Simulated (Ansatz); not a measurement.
**SiGeHO (quartet): correlated methods under varied settings at a displaced geometry (v1)**

Aim: run SiGeHO (quartet) at one geometry under a spread of methods and options, and see what each costs and gives.

Program: Ansatz 0.2.0, Gaussian basis. Level of theory: the settings change from run to run. These are calculated values, not measurements.

24 further runs of the same task are left out: 10 that didn't finish, 14 set aside as unsound or not needed.

## 1. The system

The geometry is a PBE0/def2-TZVP stationary point (not a proven minimum) with its atoms shifted at random (size 0.040 Å). No spin-orbit coupling is included. The filled d shell of Ge may be among the frozen orbitals whatever the setting's name suggests; the logs give the count.

4 atoms, charge 0, spin multiplicity 4.

Atoms are counted from 1 here; the program's logs count them from 0.

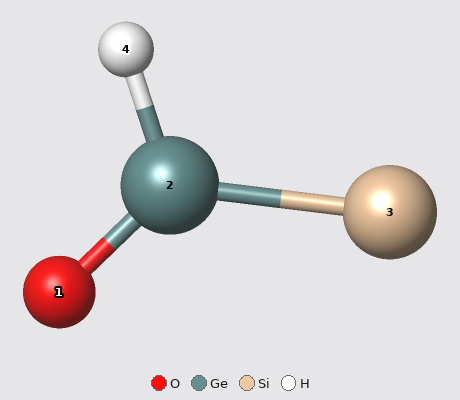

The structure; oxygen red, germanium teal, silicon light orange, hydrogen white; atoms are numbered from 1 in the order of the file.

Coordinates:

```csv
atom,x (Å),y (Å),z (Å)
O1,-0.0103,-0.8402,1.6505
Ge2,-0.0111,0.2382,0.3850
Si3,0.0369,-0.1996,-1.9634
H4,-0.0659,1.7335,0.7631
```

## 2. CCSD(T) on ROHF/STO-3G

Input file in.yaml:

```yaml
crystal:
  periodic: [false, false, false]
  atoms:
    - {symbol: O, position_ang: [-0.010253, -0.840220, 1.650505]}
    - {symbol: Ge, position_ang: [-0.011086, 0.238188, 0.385004]}
    - {symbol: Si, position_ang: [0.036878, -0.199611, -1.963394]}
    - {symbol: H, position_ang: [-0.065899, 1.733453, 0.763096]}
basis:
  gaussian: {orbitals: STO-3G}
magnetization: {spin_polarized: false, initial_magnetization: 3}
correlation: {method: ccsd_t, electrons: outside_noble_gas, diis_vectors: 4}
```

Launch:

```sh
> ansatz run in.yaml --threads 1 --pin off --events-out ev --progress --plain --max-ram 2393MiB
```

What it wrote (excerpt; [...] marks lines left out):

```text
Functional definition: HF
  name "HF"
  cite "Fock, Z. Phys. 61, 126 (1930) doi:10.1007/BF01340294"
  parent pbe
[...]
359 factors; integrals over basis functions are off by at most 2.1e-5 eV
[...]
mean field -65623.93660741 eV, -2411.6351888203 hartree, gradient 2.8e-6 eV, S^2 3.750000; 16 other end points of the search recorded, 0 dependent functions left out
[...]
determinant -65623.93660741 eV, -2411.6351888203 hartree, with singles and doubles -65626.53340092 eV, -2411.7306192219 hartree
determinant -65623.24947887 eV, -2411.6099373122 hartree, with singles and doubles -65625.41017228 eV, -2411.6893413307 hartree
determinant -65623.09259855 eV, -2411.6041720669 hartree, with singles and doubles -65625.38307541 eV, -2411.6883455389 hartree
determinant -65622.53574316 eV, -2411.5837080090 hartree, with singles and doubles -65624.61544438 eV, -2411.6601356191 hartree
determinant -65622.31728937 eV, -2411.5756799801 hartree, with singles and doubles -65626.57547068 eV, -2411.7321652568 hartree
determinant -65622.00856221 eV, -2411.5643344663 hartree, with singles and doubles -65626.53674793 eV, -2411.7307422222 hartree
determinant -65621.51302877 eV, -2411.5461239481 hartree, with singles and doubles -65626.50692505 eV, -2411.7296462516 hartree
determinant -65621.07959876 eV, -2411.5301956892 hartree, with singles and doubles -65623.50830799 eV, -2411.6194491071 hartree
determinant -65620.54047215 eV, -2411.5103831515 hartree, with singles and doubles -65623.64741617 eV, -2411.6245612385 hartree
determinant -65623.93660741 eV, -2411.6351888203 hartree, with singles and doubles -65626.63236712 eV, -2411.7342561627 hartree
determinant -65622.31728937 eV, -2411.5756799801 hartree, with singles and doubles -65626.61385249 eV, -2411.7335757625 hartree
determinant -65622.00856221 eV, -2411.5643344663 hartree, with singles and doubles -65626.59462289 eV, -2411.7328690877 hartree
determinant -65621.51302877 eV, -2411.5461239481 hartree, with singles and doubles -65626.70542399 eV, -2411.7369409530 hartree
[...]
20 core orbitals not correlated, not the lowest: weight in the atoms' cores, before any rotation towards them, 0.788 or more for the frozen orbitals, at most 0.217 for the correlated occupied ones
reference -65622.00856221 eV, -2411.5643344663 hartree; 9, 6 occupied and 4, 7 virtual orbitals, 359 factors
second order -4.15154978 eV of doubles, -0.13318383 eV of singles
cycle   1  -3.76117921 eV  change   -4.5e-1 eV  update   1.4e-1
[...]
cycle  25  -4.58605209 eV  change   -2.5e-6 eV  update   3.3e-6
perturbative correction -0.44989163 eV, -0.0165332123 hartree
WARN: these amplitudes may be one of several solutions (largest doubles amplitude 0.23, level shift 4.84 eV)
Total energy: -65627.04450592 eV, -2411.7494019842 hartree
```

It took 5.5 s on 1 thread of Arm Neoverse V1, shared host.

From the report: correlation -5.0359 eV; T1 0.068; largest double amplitude 0.23. The report flags that the cluster equations may have other roots.

## 3. MP2 on ROHF/cc-pVDZ

in.yaml: that of step 2 with these lines changed.

```diff
@@ -8,4 +8,5 @@
 basis:
-  gaussian: {orbitals: STO-3G}
+  gaussian: {orbitals: cc-pVDZ}
 magnetization: {spin_polarized: false, initial_magnetization: 3}
-correlation: {method: ccsd_t, electrons: outside_noble_gas, diis_vectors: 4}
+correlation: {method: mp2, electrons: valence}
+output: {forces: true}
```

Launched as before.

What it wrote (excerpt; [...] marks lines left out):

```text
Functional definition: HF
  name "HF"
  cite "Fock, Z. Phys. 61, 126 (1930) doi:10.1007/BF01340294"
  parent pbe
[...]
685 factors; integrals over basis functions are off by at most 9.4e-4 eV
[...]
mean field -66384.49811297 eV, -2439.5853086227 hartree, gradient 2.0e-6 eV, S^2 3.750000; 9 other end points of the search recorded, 0 dependent functions left out
[...]
15 core orbitals not correlated: weight in the atoms' cores, before any rotation towards them, 1.000 or more for the frozen orbitals, at most 0.000 for the correlated occupied ones
reference -66384.49811297 eV, -2439.5853086227 hartree; 14, 11 occupied and 35, 38 virtual orbitals, 685 factors
second order -8.34911110 eV of doubles, -0.15189704 eV of singles
[...]
Total energy: -66392.99912111 eV, -2439.8977149096 hartree
Atom 0 at    -0.010253    -0.840220     1.650505 Å, force    -0.010439    -1.954260     2.887693 eV/Å
Atom 1 at    -0.011086     0.238188     0.385004 Å, force     0.011968     2.200703    -3.577715 eV/Å
Atom 2 at     0.036878    -0.199611    -1.963394 Å, force     0.003177    -0.088054     0.126157 eV/Å
Atom 3 at    -0.065899     1.733453     0.763096 Å, force    -0.004706    -0.158389     0.563865 eV/Å
Dipole moment:    -0.010544     0.331103     0.196355 e Å
```

Run time: 14 s. Hardware: 1 thread of Arm Neoverse V1, shared host.

## 4. MP2 on UHF/cc-pVDZ

in.yaml: that of step 3 with these lines changed.

```diff
@@ -8,4 +8,4 @@
 basis:
-  gaussian: {orbitals: cc-pVDZ}
-magnetization: {spin_polarized: false, initial_magnetization: 3}
+  gaussian: {orbitals: cc-pVDZ, point_charges: [{charge: -1.00, position_ang: [3.778, 0.890, -0.501]}]}
+magnetization: {spin_polarized: true, initial_magnetization: 3}
 correlation: {method: mp2, electrons: valence}
```

Launched as before.

What it wrote (excerpt; [...] marks lines left out):

```text
Functional definition: HF
  name "HF"
  cite "Fock, Z. Phys. 61, 126 (1930) doi:10.1007/BF01340294"
  parent pbe
[...]
685 factors; integrals over basis functions are off by at most 9.4e-4 eV
[...]
mean field -66385.12808164 eV, -2439.6084595441 hartree, gradient 2.7e-6 eV, S^2 3.784784; 11 other end points of the search recorded, 0 dependent functions left out
15 core orbitals not correlated: weight in the atoms' cores, before any rotation towards them, 1.000 or more for the frozen orbitals, at most 0.000 for the correlated occupied ones
reference -66385.12808164 eV, -2439.6084595441 hartree; 14, 11 occupied and 35, 38 virtual orbitals, 685 factors
second order -8.21083204 eV of doubles, -0.00000000 eV of singles
[...]
Total energy: -66393.33891367 eV, -2439.9102020560 hartree
Atom 0 at    -0.010253    -0.840220     1.650505 Å, force    -0.125785    -1.603769     2.404992 eV/Å
Atom 1 at    -0.011086     0.238188     0.385004 Å, force     0.565405     1.868147    -2.953957 eV/Å
Atom 2 at     0.036878    -0.199611    -1.963394 Å, force    -0.148421    -0.108595    -0.021302 eV/Å
Atom 3 at    -0.065899     1.733453     0.763096 Å, force    -0.011026    -0.155660     0.449630 eV/Å
Dipole moment:     0.273553     0.458525     0.213715 e Å
```

Run time: 11 s. Hardware: 1 thread of Arm Neoverse V1, shared host.

From the report: ⟨S²⟩ of the determinant 3.785 (pure quartet: 3.75).

## 5. HF/cc-pVDZ

in.yaml: that of step 4 with these lines changed.

```diff
@@ -8,5 +8,6 @@
 basis:
-  gaussian: {orbitals: cc-pVDZ, point_charges: [{charge: -1.00, position_ang: [3.778, 0.890, -0.501]}]}
+  gaussian: {orbitals: cc-pVDZ}
 magnetization: {spin_polarized: true, initial_magnetization: 3}
-correlation: {method: mp2, electrons: valence}
-output: {forces: true}
+hamiltonian: {xc: hf}
+scf: {lower_state_search: full}
+output: {forces: true, orbitals: {seedname: orbitals}}
```

The command is unchanged.

What it wrote (excerpt; [...] marks lines left out):

```text
Functional definition: HF
  name "HF"
  cite "Fock, Z. Phys. 61, 126 (1930) doi:10.1007/BF01340294"
  parent pbe
[...]
685 factors; integrals over basis functions are off by at most 9.4e-4 eV
[...]
mean field -66384.75501493 eV, -2439.5947495958 hartree, gradient 1.6e-5 eV, S^2 3.784447; 13 other end points of the search recorded, 0 dependent functions left out
[...]
reference -66384.75501493 eV, -2439.5947495958 hartree; 29, 26 occupied and 35, 38 virtual orbitals, 685 factors
Total energy: -66384.75501493 eV, -2439.5947495958 hartree
Atom 0 at    -0.010253    -0.840220     1.650505 Å, force    -0.015645    -2.239547     3.403196 eV/Å
Atom 1 at    -0.011086     0.238188     0.385004 Å, force     0.022885     2.585293    -4.524993 eV/Å
Atom 2 at     0.036878    -0.199611    -1.963394 Å, force    -0.000322    -0.101375     0.359958 eV/Å
Atom 3 at    -0.065899     1.733453     0.763096 Å, force    -0.006919    -0.244371     0.761838 eV/Å
Dipole moment:    -0.011409     0.318222     0.273956 e Å
```

Run time: 14 s. Hardware: 1 thread of Arm Neoverse V1, shared host.

From the report: ⟨S²⟩ of the determinant 3.784 (pure quartet: 3.75).

## 6. MP2 on ROHF/def2-SVP

Input file in.yaml:

```yaml
crystal:
  periodic: [false, false, false]
  atoms:
    - {symbol: O, position_ang: [-0.010253, -0.840220, 1.650505]}
    - {symbol: Ge, position_ang: [-0.011086, 0.238188, 0.385004]}
    - {symbol: Si, position_ang: [0.036878, -0.199611, -1.963394]}
    - {symbol: H, position_ang: [-0.065899, 1.733453, 0.763096]}
basis:
  gaussian: {orbitals: def2-SVP}
magnetization: {spin_polarized: false, initial_magnetization: 3}
correlation: {method: mp2, electrons: outside_noble_gas}
output: {forces: true}
```

The command is unchanged.

What it wrote (excerpt; [...] marks lines left out):

```text
Functional definition: HF
  name "HF"
  cite "Fock, Z. Phys. 61, 126 (1930) doi:10.1007/BF01340294"
  parent pbe
[...]
658 factors; integrals over basis functions are off by at most 1.4e-3 eV
[...]
mean field -66373.77465639 eV, -2439.1912288622 hartree, gradient 7.2e-6 eV, S^2 3.750000; 13 other end points of the search recorded, 0 dependent functions left out
[...]
20 core orbitals not correlated: weight in the atoms' cores, before any rotation towards them, 0.977 or more for the frozen orbitals, at most 0.023 for the correlated occupied ones
reference -66373.77465639 eV, -2439.1912288622 hartree; 9, 6 occupied and 40, 43 virtual orbitals, 658 factors
second order -7.79147922 eV of doubles, -0.15011502 eV of singles
[...]
Total energy: -66381.71625064 eV, -2439.4830770676 hartree
Atom 0 at    -0.010253    -0.840220     1.650505 Å, force    -0.011269    -1.705945     2.602644 eV/Å
Atom 1 at    -0.011086     0.238188     0.385004 Å, force     0.015377     1.943680    -3.395826 eV/Å
Atom 2 at     0.036878    -0.199611    -1.963394 Å, force     0.001964    -0.091424     0.195960 eV/Å
Atom 3 at    -0.065899     1.733453     0.763096 Å, force    -0.006072    -0.146312     0.597222 eV/Å
Dipole moment:    -0.010749     0.342036     0.193114 e Å
```

It took 18 s on 1 thread of Arm Neoverse V1, shared host.

## 7. All runs side by side

 † marks a result that the program doubts.

```csv
level,correlated,functions,energy (eV),time
CCSD(T) on ROHF/STO-3G †,outside noble gas,33,-65627.0445,5.5 s
MP2 on ROHF/cc-pVDZ,valence,64,-66392.9991,14 s
MP2 on UHF/cc-pVDZ (beside a point charge),valence,64,-66393.3389,11 s
HF/cc-pVDZ,,64,-66384.7550,14 s
MP2 on ROHF/def2-SVP,outside noble gas,69,-66381.7163,18 s
```

## 8. Summary of results

| quantity | value |
| --- | --- |
| runs | 5 |
| quickest | CCSD(T) on ROHF/STO-3G †, 5.5 s |
| slowest | MP2 on ROHF/def2-SVP, 18 s |

**Reading.** Total energies in different bases, with other cores or another treatment of relativity can't be set against each other. MP2 on ROHF/def2-SVP took 3 times as long as CCSD(T) on ROHF/STO-3G †; the jobs differ in more than the method.
